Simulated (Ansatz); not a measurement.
Cost and result by functional for the adsorption energy of CO on the 1x1 (10-10) surface of wurtzite AlN (cut with top plane Al + N), one in a 2x1 cell, started at the site 'top Al', in Ansatz (plane waves, PAW). Single points on the PBE structure, on one kind of machine; costs are rough ratios of the slab run's core time (references not counted) to the cheapest single point. r2SCAN's cost holds its higher cutoff (500 against 420 eV). Differences are taken against HSE06 for comparison alone: no measured value is at hand, so the table doesn't rank accuracy. HSE06 ran on a coarser k-mesh, which lowers its cost and may carry part of its shift.

Host crystal: wurtzite AlN, with a band gap (PBE, scalar-relativistic without spin-orbit coupling).

Slab: 34 atoms, 8.9 Å thick at the start under the adsorbate (thin: gaps and levels are the slab's own); k 3x4x1, smearing 0.01 eV, dipole-corrected; 16 atoms held, the rest relaxed; start symmetry kept, larger cells not searched; no spin, no spin-orbit, no U, no dispersion correction. At the end it is bonded to Al. In PBE it is, or lies within 0.03 eV of, the lowest of the starts that converged. These notes are the PBE run's. Adsorption energies are against CO(g). A negative adsorption energy means that the adsorbate is more stable on the surface than in its reference.

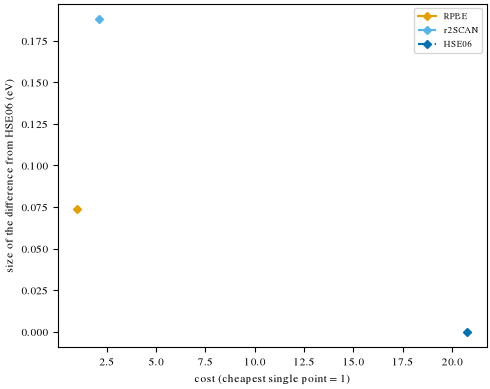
Figure: Difference from HSE06 against cost

```csv
functional,relative cost,adsorption energy (eV),less HSE06 (eV)
RPBE,1,-0.50,0.07
r2SCAN,2,-0.76,-0.19
HSE06,20,-0.58,0.00
PBE (the relaxed run's value),–,-0.72,-0.15
```

The values span 0.26 eV, while the single points' costs differ by a factor of roughly 20. Differences are of unrounded values.

Ansatz is an electronic-structure program.
